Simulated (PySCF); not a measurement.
C2H7BO4Si, SMILES COC(=O)[SiH2]B(O)O, singlet at its GFN2-xTB optimised geometry (Å):

```
15

C      2.7636     1.5004     0.0027
O      2.0926     0.2402     0.0000
C      0.7677     0.2402     0.0000
O      0.1041     1.2633     0.0000
Si    -0.0281    -1.5236    -0.0117
B     -1.9721    -1.1364    -0.1051
O     -2.8563    -2.1592    -0.1653
O     -2.4588     0.1257    -0.1111
H      2.7790     1.9097     1.0145
H      3.7762     1.3137    -0.3453
H      2.2471     2.2002    -0.6568
H      0.6386    -2.2002    -1.1342
H      0.5218    -2.1554     1.1978
H     -3.7762    -1.8864    -0.2078
H     -1.7943     0.8269    -0.0699
```

Computed with B3LYP/def2-TZVP in PySCF. Cells within 0.4 Å of a nucleus heavier than hydrogen are left out (blank, or x).

Map of the electrostatic potential (hartree/e), clipped to [-0.08, 0.12] on the plane z = 0.0 Å:

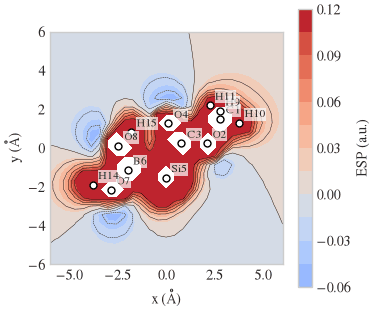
Figure. Electrostatic potential (hartree/e), clipped to [-0.08, 0.12] on the plane z = 0.0 Å.
